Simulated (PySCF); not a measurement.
## Excited-state calculation, with input and output: C₂H₃F₂GeN

The run: excited-state calculation of C₂H₃F₂GeN, SMILES C#[C][Ge]([NH2])([F])[F]. Method and program: TDDFT PBE0/def2-SVPD, vertical, gas phase, core orbitals frozen in the response (PySCF 2.14.0).

The geometry comes from this level: PBE0-D3(BJ)/def2-SVP.

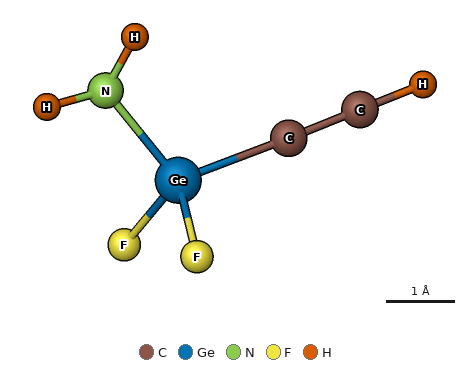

The structure as given in the input (ball-and-stick view, seen at a tilt). Sticks mark near contacts. Bond lengths as drawn: C–C 1.21 Å, C–Ge 1.88 Å, C–H 1.08 Å, F–Ge 1.72 to 1.73 Å, Ge–N 1.79 Å and H–N 1.01 Å.

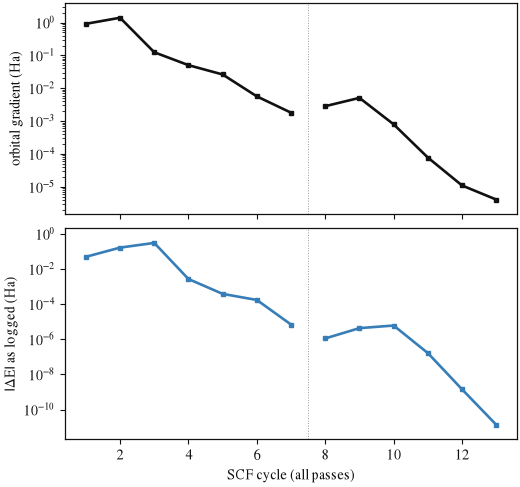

Convergence of the self-consistent field: orbital gradient and size of the energy change against the SCF cycle. The dotted line marks the change from a coarse to the final integration grid. The first 7 cycles use a coarse grid, the final grid takes over at cycle 8, and the field converges after 13 cycles in all.

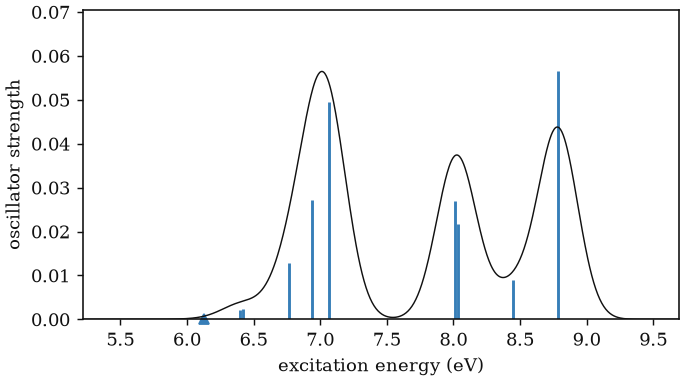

Computed excitations as sticks (degenerate states added up, dark ones marked on the axis), with a Gaussian envelope of 0.35 eV full width at half maximum, scaled to the tallest. Of the 10 states the lowest lies at 6.13 eV (f = 0.000); the strongest line is at 8.78 eV, or 141 nm (f = 0.056).

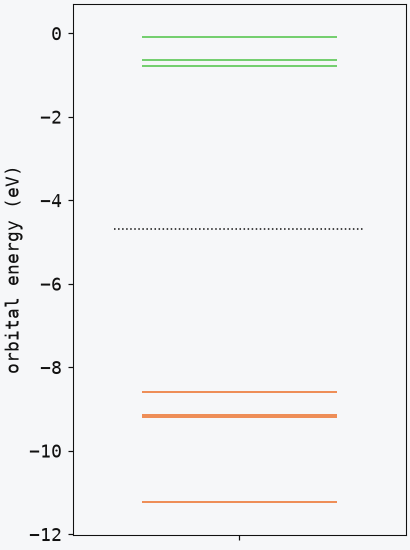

Orbital energies near the frontier; the dotted line parts filled from empty levels, and levels within 0.02 eV of each other stand side by side. Highest filled −8.59 eV, lowest empty −0.79 eV, 7.80 eV apart.

The input that produced these results follows, with the program's output.

## The input
```
{"job": {"kind": "uv", "xc": "PBE0", "basis": "def2-SVPD", "ip": true}, "charge": 0, "multiplicity": 1}
C      2.077594     1.394766    -0.292696
C      1.216600     0.589135    -0.002828
Ge    -0.143363    -0.629125     0.430254
N     -1.629147    -0.337660    -0.516090
F      0.366672    -2.251304     0.159585
F     -0.404147    -0.611115     2.140349
H      2.845870     2.103535    -0.549865
H     -1.868438     0.632384    -0.692680
H     -2.450567    -0.883604    -0.276976
```

The first line tells a small driver script what to run in PySCF; the rest is the geometry in Å.

## Output
```
coarse grid: 40912 points
cycle   1  E = -2408.2447725456  dE = -4.909e-02  |g| = 9.150e-01  |ddm| = 6.793e+00
cycle   2  E = -2408.0803836851  dE =  1.644e-01  |g| = 1.403e+00  |ddm| = 2.835e+00
cycle   3  E = -2408.3843351016  dE = -3.040e-01  |g| = 1.246e-01  |ddm| = 1.506e+00
cycle   4  E = -2408.3870175918  dE = -2.682e-03  |g| = 5.048e-02  |ddm| = 1.909e-01
cycle   5  E = -2408.3873995715  dE = -3.820e-04  |g| = 2.624e-02  |ddm| = 7.691e-02
cycle   6  E = -2408.3875718634  dE = -1.723e-04  |g| = 5.654e-03  |ddm| = 3.308e-02
cycle   7  E = -2408.3875787261  dE = -6.863e-06  |g| = 1.800e-03  |ddm| = 9.012e-03
final grid: 85776 points
cycle   8  E = -2408.3874470747  dE =  1.116e-06  |g| = 2.846e-03  |ddm| = 7.137e-03
cycle   9  E = -2408.3874427753  dE =  4.299e-06  |g| = 5.094e-03  |ddm| = 8.957e-03
cycle  10  E = -2408.3874488235  dE = -6.048e-06  |g| = 7.964e-04  |ddm| = 5.929e-03
cycle  11  E = -2408.3874489873  dE = -1.638e-07  |g| = 7.769e-05  |ddm| = 9.146e-04
cycle  12  E = -2408.3874489887  dE = -1.418e-09  |g| = 1.095e-05  |ddm| = 1.027e-04
cycle  13  E = -2408.3874489887  dE = -1.364e-11  |g| = 4.075e-06  |ddm| = 1.362e-05
converged SCF energy = -2408.3874489887

Static polarisability (au): isotropic 55.620, principal 45.210 49.452 72.197

Singlet excitations
state   eV       nm        f      main configurations
  1   6.1291    202.3   0.00018   H-1->L 0.59, H-2->L+1 0.22
  2   6.3963    193.8   0.00221   H-1->L+1 0.32, H-2->L 0.26, H-1->L 0.16
  3   6.4226    193.0   0.00232   H-2->L+1 0.45, H-1->L 0.18, H->L+1 0.13
  4   6.7687    183.2   0.01279   H->L 0.53, H-2->L 0.20, H->L+1 0.12
  5   6.9410    178.6   0.02713   H->L+1 0.46, H->L+2 0.18, H->L 0.16
  6   7.0676    175.4   0.04946   H->L+2 0.78, H->L+1 0.14
  7   8.0134    154.7   0.02705   H-1->L+2 0.96
  8   8.0369    154.3   0.02178   H-2->L+2 0.95
  9   8.4458    146.8   0.00907   H->L+3 0.72, H->L+4 0.21
 10   8.7838    141.2   0.05645   H-1->L+3 0.92

Triplet excitations (Tamm-Dancoff, eV): 4.8719 5.3927 5.3992 6.1645
Vertical ionisation energy (delta-SCF) = 10.7496 eV
```

## Results in brief

```csv
quantity,value
outcome,converged
total energy,−2408.387449 hartree
HOMO,−8.59 eV
LUMO,−0.79 eV
dipole moment,3.55 D
mean polarisability,55.62 a.u.
vertical ionisation energy,10.75 eV
lowest singlet excitation,6.13 eV
hardware,"1 CPU thread, shared host"
wall time,3.3 min
peak memory,0.89 GiB
```

Spin–orbit coupling is left out, which matters for the heavy atoms.
